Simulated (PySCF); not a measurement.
**C₂H₅O₃S (charge −1): NMR shielding calculation**

System: C₂H₅O₃S, charge −1.
Method: GIAO PBE0/aug-pcSseg-1 NMR shielding, non-relativistic, gas phase (PySCF 2.14.0).

The geometry comes from this level: GFN2-xTB. Figures and captions count atoms from 1; the log counts them from 0 in places.

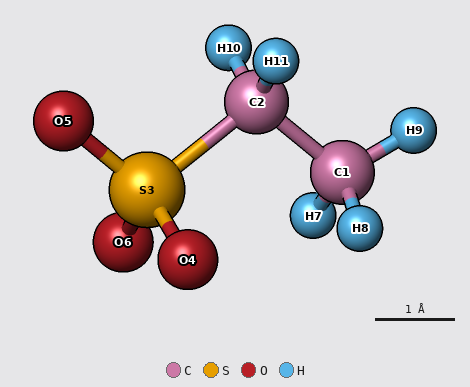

*The input geometry (ball-and-stick view, seen at a tilt; atoms are numbered from 1 in the order of the input).*

Bond lengths as drawn: C–C 1.50 Å, C–H 1.09 Å, C–S 1.84 Å and O–S 1.46 Å.

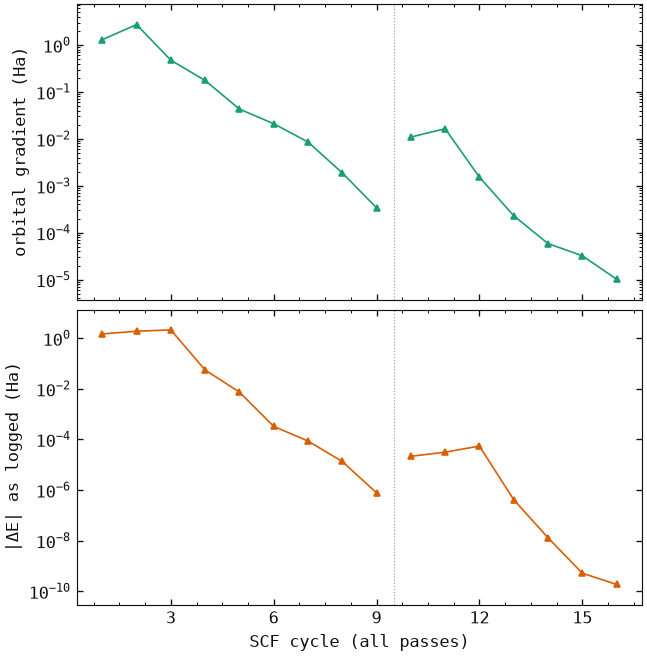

*Convergence of the self-consistent field: orbital gradient and size of the energy change against the SCF cycle. The dotted line marks the change from a coarse to the final integration grid.*

The first 9 cycles use a coarse grid, the final grid takes over at cycle 10, and the field converges after 16 cycles in all.

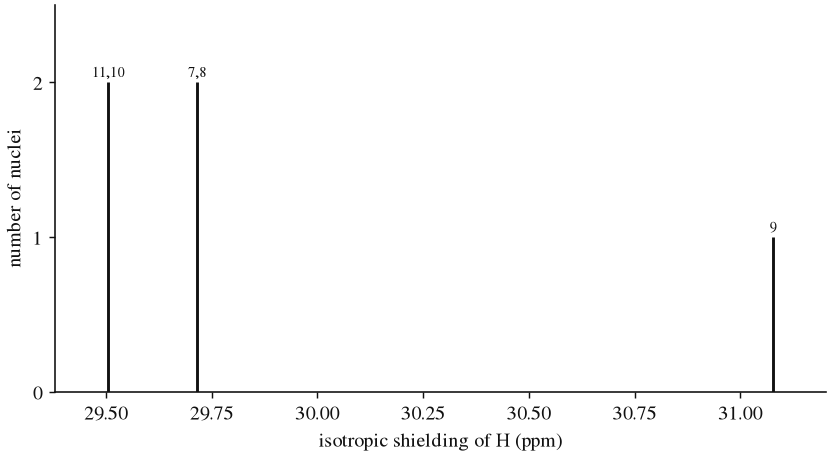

*Isotropic shieldings of the hydrogen nuclei in this fixed geometry, labelled by atom number; shielding grows to the right, so chemical shift grows to the left.*

The least shielded is H11 (29.5 ppm), the most shielded H9 (31.1 ppm).

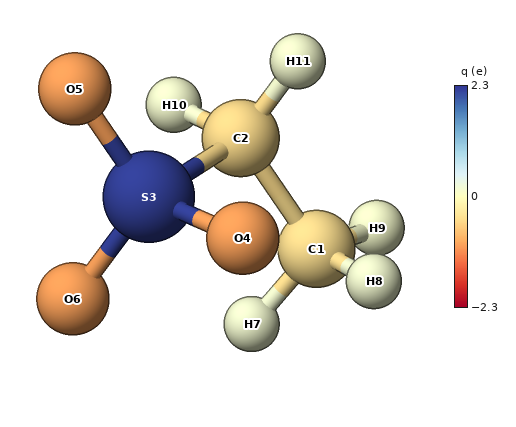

*IAO charges, as the colour of each atom (ball-and-stick view, seen at a tilt; atoms are numbered from 1 in the order of the input).*

By element: C −0.48 to −0.43, S +2.20, O −1.00 to −0.99 and H +0.11 to +0.15 e.

These pictures come from the run below.

Input:
```
{"job": {"kind": "nmr", "xc": "PBE0", "basis": "aug-pcSseg-1", "pop": true}, "charge": -1, "multiplicity": 1}
C     -1.271454    -0.290662     0.355604
C     -0.189846     0.741824     0.194929
S      1.358495    -0.220327    -0.052714
O      1.118135    -1.003772    -1.264623
O      2.409807     0.787189    -0.203152
O      1.489872    -1.029820     1.158821
H     -1.009754    -0.925286     1.199620
H     -1.280832    -0.912202    -0.537234
H     -2.264602     0.139868     0.513307
H     -0.040106     1.351847     1.080168
H     -0.314291     1.364012    -0.685758
```

The first line tells a small driver script what to run in PySCF; the rest is the geometry in Å.

Launched with:
```bash
OMP_NUM_THREADS=1 python <driver script> task.json out
```

The program's output:
```
coarse grid: 10160 points
cycle   1  E = -702.2390183767  dE =  1.466e+00  |g| = 1.294e+00  |ddm| = 4.217e+00
cycle   2  E = -700.3638460379  dE =  1.875e+00  |g| = 2.722e+00  |ddm| = 1.161e+02
cycle   3  E = -702.4832100141  dE = -2.119e+00  |g| = 4.749e-01  |ddm| = 1.161e+02
cycle   4  E = -702.5382555370  dE = -5.505e-02  |g| = 1.753e-01  |ddm| = 6.875e-01
cycle   5  E = -702.5456624270  dE = -7.407e-03  |g| = 4.316e-02  |ddm| = 3.038e-01
cycle   6  E = -702.5459877654  dE = -3.253e-04  |g| = 2.102e-02  |ddm| = 6.610e-02
cycle   7  E = -702.5460737496  dE = -8.598e-05  |g| = 8.593e-03  |ddm| = 3.122e-02
cycle   8  E = -702.5460871016  dE = -1.335e-05  |g| = 1.886e-03  |ddm| = 1.031e-02
cycle   9  E = -702.5460878689  dE = -7.674e-07  |g| = 3.396e-04  |ddm| = 2.925e-03
final grid: 94648 points
cycle  10  E = -702.6146713300  dE = -2.144e-05  |g| = 1.092e-02  |ddm| = 6.259e-02
cycle  11  E = -702.6146403735  dE =  3.096e-05  |g| = 1.645e-02  |ddm| = 2.869e-02
cycle  12  E = -702.6146947016  dE = -5.433e-05  |g| = 1.530e-03  |ddm| = 1.803e-02
cycle  13  E = -702.6146951136  dE = -4.120e-07  |g| = 2.304e-04  |ddm| = 1.602e-03
cycle  14  E = -702.6146951265  dE = -1.291e-08  |g| = 5.877e-05  |ddm| = 4.295e-04
cycle  15  E = -702.6146951270  dE = -5.127e-10  |g| = 3.231e-05  |ddm| = 8.947e-05
cycle  16  E = -702.6146951272  dE = -1.835e-10  |g| = 1.025e-05  |ddm| = 4.000e-05
converged SCF energy = -702.6146951272

GIAO shielding tensors (ppm)
atom      isotropic    diamagn.    paramagn.     s11        s22        s33       span
  0 C      174.141     267.969     -93.828    161.744    172.757    187.923     26.179
  1 C      133.338     272.110    -138.772    115.177    116.145    168.692     53.515
  2 S      186.608    1043.782    -857.173     50.706    245.112    264.007    213.300
  3 O      120.745     405.881    -285.135     77.518    102.596    182.122    104.604
  4 O      111.974     404.467    -292.493     77.463     93.801    164.657     87.194
  5 O      120.681     404.844    -284.163     77.753    102.514    181.776    104.022
  6 H       29.710      29.714      -0.005     25.095     29.962     34.072      8.977
  7 H       29.724      30.457      -0.733     25.119     29.956     34.097      8.977
  8 H       31.077      31.123      -0.046     26.821     28.406     38.004     11.183
  9 H       29.507      32.892      -3.385     26.382     28.969     33.170      6.788
 10 H       29.505      33.367      -3.863     26.397     28.960     33.157      6.761
```

Results in brief:

- outcome: converged
- total energy: −702.614695 hartree
- HOMO: −2.18 eV
- LUMO: 2.61 eV
- isotropic shielding, C: 133.3 to 174.1 ppm
- isotropic shielding, S: 186.6 ppm
- isotropic shielding, O: 112.0 to 120.7 ppm
- isotropic shielding, H: 29.5 to 31.1 ppm
- hardware: 1 CPU thread, shared host
- wall time: 25 s
- peak memory: 0.82 GiB

Remarks:

Settings chosen away from the usual ones: PBE0/aug-pcSseg-1.
